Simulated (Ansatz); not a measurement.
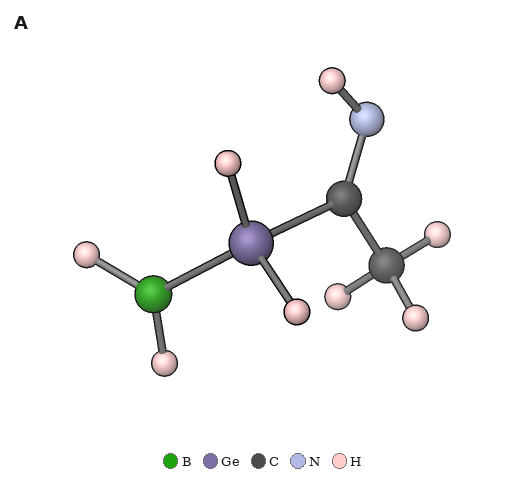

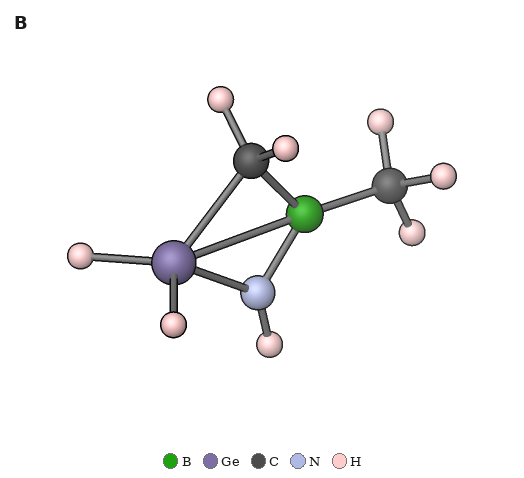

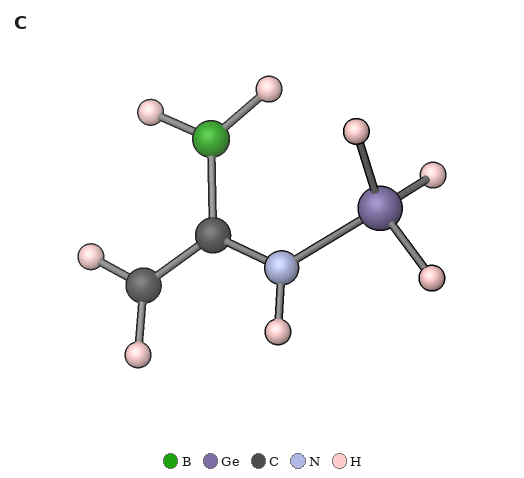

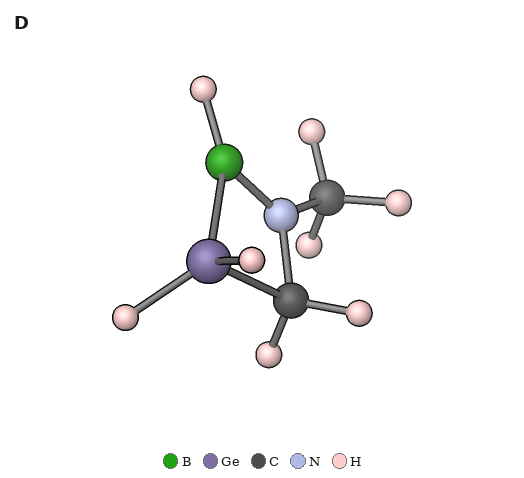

4 stationary structures of one formula. Geometries: PBE-D4/def2-SVP. Electronic energies: PBE-D4/def2-SVP (Ansatz 0.2.0), without zero-point energy. No frequency run is at hand to confirm each as a minimum. Each is one conformer, not always the lowest.

> Which structure is the most stable?

B is lowest; D lies 136.2 kJ/mol above it, C lies 253.0 kJ/mol above it, A lies 303.4 kJ/mol above it.
